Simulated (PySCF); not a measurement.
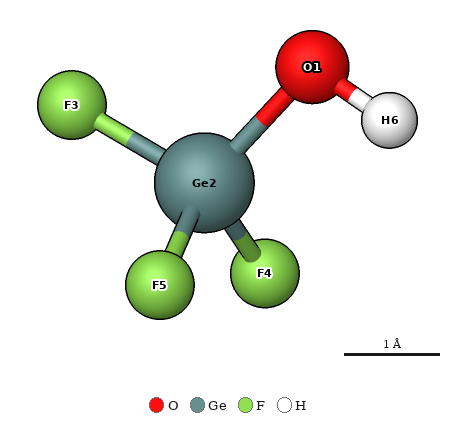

*The input geometry (ball-and-stick view, seen at a tilt; atoms are numbered from 1 in the order of the input). Sticks mark near contacts.*

**Run report: GeHOF₃, geometry relaxation**

System: GeHOF₃.
Method: PBE0/def2-TZVP, RKS, dispersion D4 (PySCF 2.14.0).

The geometry: force field. Figures and captions count atoms from 1; the log counts them from 0 in places.

### The program's output
```
[file] SyntaxWarning: invalid escape sequence '\W'
  S = {(paw_set(r)[0], bool(re.search(r"spin_orbit\W+true|paw_fr", str((r.get("files") or {}).get("input") or "")) or re.search("(?i)spin.orbit\W+(value\W+)?(true|yes)|value\W+spin-orbit", json.dumps(r.get("inputs"), default=str)))) for r in records}

#|     Arguments passed to driver run_optimizer():      |#
customengine              <pyscf.geomopt.geometric_solver.PySCFEngine object>
maxiter                   100
----------------------------------------------------------
Custom engine selected.
Bonds will be generated from interatomic distances less than 1.20 times sum of covalent radii
18 internal coordinates being used (instead of 18 Cartesians)
Internal coordinate system (atoms numbered from 1):
Distance 1-2
Distance 1-6
Distance 2-3
Distance 2-4
Distance 2-5
Angle 2-1-6
Angle 1-2-3
Angle 1-2-4
Angle 1-2-5
Angle 3-2-4
Angle 3-2-5
Angle 4-2-5
Dihedral 6-1-2-3
Dihedral 6-1-2-4
Dihedral 6-1-2-5
Translation-X 1-6
Translation-Y 1-6
Translation-Z 1-6
Rotation-A 1-6
Rotation-B 1-6
Rotation-C 1-6
<class 'geometric.internal.Distance'> : 5
<class 'geometric.internal.Angle'> : 7
<class 'geometric.internal.Dihedral'> : 3
<class 'geometric.internal.TranslationX'> : 1
<class 'geometric.internal.TranslationY'> : 1
<class 'geometric.internal.TranslationZ'> : 1
<class 'geometric.internal.RotationA'> : 1
<class 'geometric.internal.RotationB'> : 1
<class 'geometric.internal.RotationC'> : 1
> ===== Optimization Info: ====
> Job type: Energy minimization
> Maximum number of optimization cycles: 100
> Initial / maximum trust radius (Angstrom): 0.100 / 0.300
> Convergence Criteria:
> Will converge when all 5 criteria are reached:
>  |Delta-E| < 1.00e-06
>  RMS-Grad  < 3.00e-04
>  Max-Grad  < 4.50e-04
>  RMS-Disp  < 1.20e-03
>  Max-Disp  < 1.80e-03
> === End Optimization Info ===

Geometry optimization cycle 1
Cartesian coordinates (Angstrom)
 Atom        New coordinates             dX        dY        dZ
   O  -0.806900   0.281400   1.140300    0.000000  0.000000  0.000000
  Ge   0.317200  -0.148600  -0.134800    0.000000  0.000000  0.000000
   F   1.728400  -0.801900   0.611500    0.000000  0.000000  0.000000
   F  -0.322600  -1.350600  -1.182200    0.000000  0.000000  0.000000
   F   0.756300   1.256600  -1.105300    0.000000  0.000000  0.000000
   H  -1.630300   0.699200   0.624300    0.000000 -0.000000  0.000000

WARN: Mole.unit (angstrom) is changed to Bohr

converged SCF energy = -2452.0436153771
--------------- DFRKS_Scanner gradients ---------------
         x                y                z
0 O     0.0465840829    -0.0252072420     0.0478993427
1 Ge    -0.0152337340    -0.0103596499     0.0011675921
2 F     0.0140592351    -0.0079478594     0.0098048560
3 F    -0.0043967804    -0.0090939139    -0.0042616303
4 F     0.0080667456     0.0274969131    -0.0165430818
5 H    -0.0490159204     0.0251726511    -0.0380292937
----------------------------------------------
cycle 1: E = -2452.04361538  dE = -2452.04  norm(grad) = 0.107215
Step    0 : Gradient = 4.377e-02/7.141e-02 (rms/max) Energy = -2452.0436153771
Hessian Eigenvalues: 2.30000e-02 5.00000e-02 5.00000e-02 ... 3.30537e-01 3.38189e-01 3.88244e-01

Geometry optimization cycle 2
Cartesian coordinates (Angstrom)
 Atom        New coordinates             dX        dY        dZ
   O  -0.827804   0.296595   1.098790   -0.020904  0.015195 -0.041510
  Ge   0.312832  -0.146686  -0.135446   -0.004368  0.001914 -0.000646
   F   1.702846  -0.776105   0.602332   -0.025554  0.025795 -0.009168
   F  -0.299006  -1.326604  -1.197443    0.023594  0.023996 -0.015243
   F   0.750785   1.194308  -1.090429   -0.005515 -0.062292  0.014871
   H  -1.601593   0.690725   0.673597    0.028707 -0.008475  0.049297
converged SCF energy = -2452.05407190339
--------------- DFRKS_Scanner gradients ---------------
         x                y                z
0 O     0.0006934733    -0.0004516101     0.0086148123
1 Ge    -0.0007213932    -0.0003527086    -0.0047878698
2 F     0.0000382439    -0.0003279163     0.0000516790
3 F     0.0005533890     0.0004323757     0.0010863141
4 F    -0.0003026225     0.0003378704     0.0006432208
5 H    -0.0002179751     0.0004247794    -0.0055324719
----------------------------------------------
cycle 2: E = -2452.0540719  dE = -0.0104565  norm(grad) = 0.0114765
Step    1 : Displace = 4.588e-02/6.360e-02 (rms/max) Trust = 1.000e-01 (=) Grad = 4.685e-03/8.654e-03 (rms/max) E (change) = -2452.0540719034 (-1.046e-02) Quality = 1.149
Hessian Eigenvalues: 2.29982e-02 4.99978e-02 5.00000e-02 ... 3.31599e-01 3.40271e-01 3.90765e-01

Geometry optimization cycle 3
Cartesian coordinates (Angstrom)
 Atom        New coordinates             dX        dY        dZ
   O  -0.831081   0.296498   1.082418   -0.003276 -0.000097 -0.016372
  Ge   0.315077  -0.147678  -0.140795    0.002244 -0.000992 -0.005349
   F   1.700280  -0.773870   0.606094   -0.002566  0.002235  0.003762
   F  -0.292045  -1.327475  -1.207966    0.006961 -0.000871 -0.010523
   F   0.762602   1.184429  -1.101327    0.011817 -0.009879 -0.010898
   H  -1.619824   0.695942   0.707755   -0.018231  0.005217  0.034158
converged SCF energy = -2452.05444964731
--------------- DFRKS_Scanner gradients ---------------
         x                y                z
0 O    -0.0037304046     0.0019159296     0.0021002157
1 Ge     0.0019949430    -0.0003235242    -0.0021594288
2 F    -0.0001212552    -0.0000525467    -0.0004819676
3 F     0.0001194790     0.0002398047     0.0002616373
4 F    -0.0006644685    -0.0005806769     0.0007868154
5 H     0.0024154805    -0.0011366082    -0.0004234023
----------------------------------------------
cycle 3: E = -2452.05444965  dE = -0.000377744  norm(grad) = 0.00631179
Step    2 : Displace = 1.987e-02/3.949e-02 (rms/max) Trust = 1.414e-01 (+) Grad = 2.577e-03/4.690e-03 (rms/max) E (change) = -2452.0544496473 (-3.777e-04) Quality = 1.241
Hessian Eigenvalues: 2.29900e-02 4.98710e-02 5.00000e-02 ... 3.31721e-01 3.40068e-01 4.34801e-01

Geometry optimization cycle 4
Cartesian coordinates (Angstrom)
 Atom        New coordinates             dX        dY        dZ
   O  -0.828020   0.292965   1.073654    0.003060 -0.003534 -0.008764
  Ge   0.313859  -0.147457  -0.146520   -0.001218  0.000221 -0.005725
   F   1.694655  -0.772219   0.609874   -0.005625  0.001650  0.003780
   F  -0.290164  -1.329241  -1.214362    0.001881 -0.001766 -0.006395
   F   0.772275   1.180490  -1.110556    0.009674 -0.003939 -0.009229
   H  -1.629200   0.697418   0.726289   -0.009376  0.001476  0.018533
converged SCF energy = -2452.05452454521
--------------- DFRKS_Scanner gradients ---------------
         x                y                z
0 O     0.0003929471    -0.0000751154    -0.0000874997
1 Ge     0.0005912660    -0.0002624029     0.0006883731
2 F    -0.0001823001     0.0000447256    -0.0003501306
3 F    -0.0000597719    -0.0000463293     0.0000004313
4 F    -0.0002195299     0.0001349871     0.0000870703
5 H    -0.0005369155     0.0002677778    -0.0002605416
----------------------------------------------
cycle 4: E = -2452.05452455  dE = -7.48979e-05  norm(grad) = 0.00131355
Step    3 : Displace = 1.180e-02/2.166e-02 (rms/max) Trust = 2.000e-01 (+) Grad = 5.363e-04/9.446e-04 (rms/max) E (change) = -2452.0545245452 (-7.490e-05) Quality = 1.065
Hessian Eigenvalues: 2.29912e-02 4.91172e-02 5.00000e-02 ... 3.31511e-01 3.40192e-01 4.69318e-01

Geometry optimization cycle 5
Cartesian coordinates (Angstrom)
 Atom        New coordinates             dX        dY        dZ
   O  -0.827060   0.291653   1.072472    0.000961 -0.001311 -0.001182
  Ge   0.312764  -0.147508  -0.149647   -0.001095 -0.000051 -0.003127
   F   1.691985  -0.772260   0.610834   -0.002670 -0.000040  0.000960
   F  -0.290297  -1.329833  -1.217352   -0.000133 -0.000592 -0.002991
   F   0.776019   1.178363  -1.114414    0.003744 -0.002127 -0.003858
   H  -1.629192   0.696606   0.730416    0.000008 -0.000812  0.004127
converged SCF energy = -2452.05452985033
--------------- DFRKS_Scanner gradients ---------------
         x                y                z
0 O    -0.0001471291     0.0001266493    -0.0003762906
1 Ge     0.0000414247    -0.0000720472     0.0004461515
2 F    -0.0000023277    -0.0000062208    -0.0001104247
3 F    -0.0000123882    -0.0000928930    -0.0000035047
4 F    -0.0000414240     0.0001799169    -0.0000225373
5 H     0.0001369857    -0.0000702083     0.0001396211
----------------------------------------------
cycle 5: E = -2452.05452985  dE = -5.30513e-06  norm(grad) = 0.00069574
Step    4 : Displace = 3.394e-03/4.854e-03 (rms/max) Trust = 2.828e-01 (+) Grad = 2.840e-04/4.538e-04 (rms/max) E (change) = -2452.0545298503 (-5.305e-06) Quality = 1.180
Hessian Eigenvalues: 2.29911e-02 4.20537e-02 4.99993e-02 ... 3.32181e-01 3.41504e-01 5.19613e-01

Geometry optimization cycle 6
Cartesian coordinates (Angstrom)
 Atom        New coordinates             dX        dY        dZ
   O  -0.825848   0.290608   1.071994    0.001211 -0.001045 -0.000478
  Ge   0.312570  -0.148328  -0.151957   -0.000193 -0.000820 -0.002310
   F   1.690699  -0.773601   0.610536   -0.001286 -0.001341 -0.000297
   F  -0.291072  -1.330056  -1.219716   -0.000775 -0.000223 -0.002363
   F   0.778585   1.175948  -1.117063    0.002566 -0.002415 -0.002650
   H  -1.628501   0.696026   0.731209    0.000690 -0.000580  0.000793
converged SCF energy = -2452.05453105739
--------------- DFRKS_Scanner gradients ---------------
         x                y                z
0 O    -0.0000371397     0.0000095763    -0.0000692185
1 Ge    -0.0000570212     0.0000530354    -0.0000103218
2 F     0.0000371935     0.0000054518     0.0000092665
3 F     0.0000415336    -0.0000335709     0.0000396779
4 F    -0.0000108254     0.0000233765     0.0000322323
5 H    -0.0000025125     0.0000085794     0.0000694611
----------------------------------------------
cycle 6: E = -2452.05453106  dE = -1.20705e-06  norm(grad) = 0.000158005
Step    5 : Displace = 1.638e-03/2.274e-03 (rms/max) Trust = 3.000e-01 (+) Grad = 6.451e-05/7.913e-05 (rms/max) E (change) = -2452.0545310574 (-1.207e-06) Quality = 1.012
Hessian Eigenvalues: 2.16297e-02 2.80674e-02 4.99903e-02 ... 3.34130e-01 3.41893e-01 5.18893e-01

Geometry optimization cycle 7
Cartesian coordinates (Angstrom)
 Atom        New coordinates             dX        dY        dZ
   O  -0.824545   0.289824   1.071199    0.001303 -0.000784 -0.000795
  Ge   0.312882  -0.149684  -0.153625    0.000312 -0.001357 -0.001668
   F   1.690217  -0.776084   0.609444   -0.000482 -0.002483 -0.001092
   F  -0.292426  -1.330287  -1.221604   -0.001354 -0.000231 -0.001888
   F   0.780532   1.173700  -1.119070    0.001947 -0.002248 -0.002007
   H  -1.627090   0.695393   0.730225    0.001412 -0.000633 -0.000985
converged SCF energy = -2452.05453128288
--------------- DFRKS_Scanner gradients ---------------
         x                y                z
0 O    -0.0000110372    -0.0000351114     0.0000583706
1 Ge    -0.0000941823     0.0000726554    -0.0001310861
2 F     0.0000292164     0.0000273301     0.0000600986
3 F     0.0000466019     0.0000027914     0.0000449956
4 F    -0.0000027189    -0.0000135272     0.0000219319
5 H     0.0000036425     0.0000133081     0.0000173662
----------------------------------------------
cycle 7: E = -2452.05453128  dE = -2.2549e-07  norm(grad) = 0.000216042
```

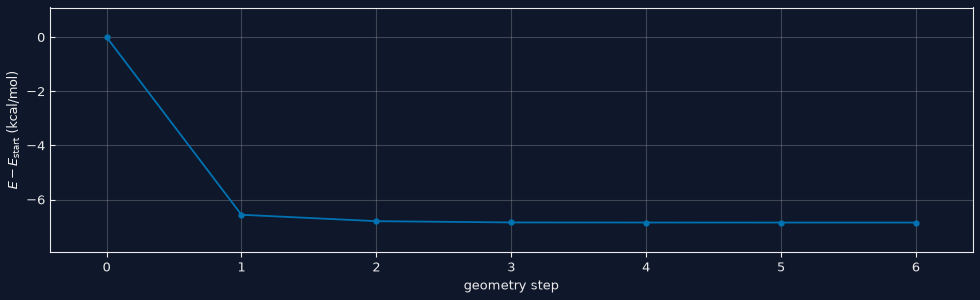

*Progress of the relaxation, step by step (steps are counted from 0).*

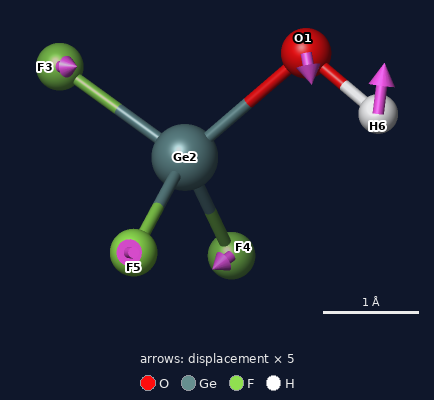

*The starting structure with the displacements as pink arrows, magnified 5 times (ball-and-stick view, seen at a tilt). The two geometries are laid on each other by the best rigid fit.*

Over 6 geometry steps the energy falls by 6.85 kcal/mol. The largest force component goes from 2.5 to 0.0067 eV/Å. The atom that moves furthest after the best rigid fit is H6 (0.11 Å). Largest moves by element: H 0.11 Å, F 0.08 Å, O 0.07 Å, Ge 0.01 Å. Among the contacts that change: O1–H6 1.058 → 0.962 Å, Ge2–F5 1.763 → 1.704 Å, Ge2–F3 1.725 → 1.695 Å, O1–Ge2 1.753 → 1.728 Å. Among the angles that change: Ge2–O1–H6 104.0° → 113.9°, F4–Ge2–F5 108.3° → 106.3°. (Atoms are counted from 1 in the order of the input.)

```
Step    6 : Displace = 7.467e-04/9.233e-04 (rms/max) Trust = 3.000e-01 (=) Grad = 8.820e-05/1.770e-04 (rms/max) E (change) = -2452.0545312829 (-2.255e-07) Quality = 0.526
Hessian Eigenvalues: 2.16297e-02 2.80674e-02 4.99903e-02 ... 3.34130e-01 3.41893e-01 5.18893e-01
Converged! =D

converged: True
O          -0.82454511        0.28982443        1.07119878
Ge          0.31288201       -0.14968406       -0.15362494
F           1.69021669       -0.77608383        0.60944422
F          -0.29242587       -1.33028690       -1.22160412
F           0.78053250        1.17369972       -1.11907038
H          -1.62708983        0.69539297        0.73022480
converged SCF energy = -2452.05453128292
E(PBE0) = -2452.054531283
```

### Trajectory as extended XYZ (Å, eV, eV/Å), 7 frames, from step=0 to step=6
```
6
Properties=species:S:1:pos:R:3:forces:R:3 step=0 energy=-66723.50591
O    -0.8069    0.2814    1.1403   -2.3954   1.2962  -2.4631
Ge    0.3172   -0.1486   -0.1348    0.7833   0.5327  -0.0600
F     1.7284   -0.8019    0.6115   -0.7230   0.4087  -0.5042
F    -0.3226   -1.3506   -1.1822    0.2261   0.4676   0.2191
F     0.7563    1.2566   -1.1053   -0.4148  -1.4139   0.8507
H    -1.6303    0.6992    0.6243    2.5205  -1.2944   1.9555
6
Properties=species:S:1:pos:R:3:forces:R:3 step=1 energy=-66723.79045
O    -0.8278    0.2966    1.0988   -0.0357   0.0232  -0.4430
Ge    0.3128   -0.1467   -0.1354    0.0371   0.0181   0.2462
F     1.7028   -0.7761    0.6023   -0.0020   0.0169  -0.0027
F    -0.2990   -1.3266   -1.1974   -0.0285  -0.0222  -0.0559
F     0.7508    1.1943   -1.0904    0.0156  -0.0174  -0.0331
H    -1.6016    0.6907    0.6736    0.0112  -0.0218   0.2845
6
Properties=species:S:1:pos:R:3:forces:R:3 step=2 energy=-66723.80073
O    -0.8311    0.2965    1.0824    0.1918  -0.0985  -0.1080
Ge    0.3151   -0.1477   -0.1408   -0.1026   0.0166   0.1110
F     1.7003   -0.7739    0.6061    0.0062   0.0027   0.0248
F    -0.2920   -1.3275   -1.2080   -0.0061  -0.0123  -0.0135
F     0.7626    1.1844   -1.1013    0.0342   0.0299  -0.0405
H    -1.6198    0.6959    0.7078   -0.1242   0.0584   0.0218
6
Properties=species:S:1:pos:R:3:forces:R:3 step=3 energy=-66723.80276
O    -0.8280    0.2930    1.0737   -0.0202   0.0039   0.0045
Ge    0.3139   -0.1475   -0.1465   -0.0304   0.0135  -0.0354
F     1.6947   -0.7722    0.6099    0.0094  -0.0023   0.0180
F    -0.2902   -1.3292   -1.2144    0.0031   0.0024   0.0000
F     0.7723    1.1805   -1.1106    0.0113  -0.0069  -0.0045
H    -1.6292    0.6974    0.7263    0.0276  -0.0138   0.0134
6
Properties=species:S:1:pos:R:3:forces:R:3 step=4 energy=-66723.80291
O    -0.8271    0.2917    1.0725    0.0076  -0.0065   0.0193
Ge    0.3128   -0.1475   -0.1496   -0.0021   0.0037  -0.0229
F     1.6920   -0.7723    0.6108    0.0001   0.0003   0.0057
F    -0.2903   -1.3298   -1.2174    0.0006   0.0048   0.0002
F     0.7760    1.1784   -1.1144    0.0021  -0.0093   0.0012
H    -1.6292    0.6966    0.7304   -0.0070   0.0036  -0.0072
6
Properties=species:S:1:pos:R:3:forces:R:3 step=5 energy=-66723.80294
O    -0.8258    0.2906    1.0720    0.0019  -0.0005   0.0036
Ge    0.3126   -0.1483   -0.1520    0.0029  -0.0027   0.0005
F     1.6907   -0.7736    0.6105   -0.0019  -0.0003  -0.0005
F    -0.2911   -1.3301   -1.2197   -0.0021   0.0017  -0.0020
F     0.7786    1.1759   -1.1171    0.0006  -0.0012  -0.0017
H    -1.6285    0.6960    0.7312    0.0001  -0.0004  -0.0036
6
Properties=species:S:1:pos:R:3:forces:R:3 step=6 energy=-66723.80295
O    -0.8245    0.2898    1.0712    0.0006   0.0018  -0.0030
Ge    0.3129   -0.1497   -0.1536    0.0048  -0.0037   0.0067
F     1.6902   -0.7761    0.6094   -0.0015  -0.0014  -0.0031
F    -0.2924   -1.3303   -1.2216   -0.0024  -0.0001  -0.0023
F     0.7805    1.1737   -1.1191    0.0001   0.0007  -0.0011
H    -1.6271    0.6954    0.7302   -0.0002  -0.0007  -0.0009
```

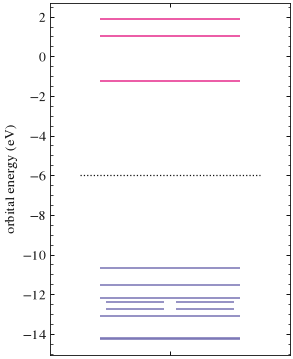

*Orbital energies near the frontier; the dotted line parts filled from empty levels, and levels within 0.02 eV of each other stand side by side.*

Highest filled −10.69 eV, lowest empty −1.25 eV, 9.44 eV apart.

This output came from the following input.

### The input (run.py)
```python
from pyscf import gto, dft
from pyscf.geomopt.geometric_solver import kernel as optimise

mol = gto.M(
    atom='mol.xyz',
    max_memory=1860,
    basis='def2-tzvp',
    charge=0,
    verbose=3,
)

mf = dft.RKS(mol, xc='pbe0')
mf = mf.density_fit(auxbasis='def2-universal-jkfit')
mf.conv_tol = 1e-09
mf.grids.level = 4
mf.disp = 'd4'
mf.max_cycle = 100
converged, mol_eq = optimise(mf, maxsteps=100)
print('converged:', converged)
print(mol_eq.tostring())

mf.reset(mol_eq)
mol = mol_eq
mf.kernel()
e_tot = mf.e_tot
print('E(%s) = %.9f' % ('PBE0', e_tot))
```

### File mol.xyz
```
6
F3GeHO
O     -0.806900     0.281400     1.140300
Ge     0.317200    -0.148600    -0.134800
F      1.728400    -0.801900     0.611500
F     -0.322600    -1.350600    -1.182200
F      0.756300     1.256600    -1.105300
H     -1.630300     0.699200     0.624300
```

Launched with:
```bash
OMP_NUM_THREADS=1 python run.py
```

### Results in brief

```csv
quantity,value
outcome,converged
total energy,−2452.054531 hartree
dispersion energy,−0.003234 hartree
basis functions,178
HOMO,−10.69 eV
LUMO,−1.25 eV
dipole moment,2.26 D
hardware,"1 thread of Arm Neoverse V2, 24 GiB of memory available, shared host"
wall time,4.5 min
peak memory,1.6 GiB
```
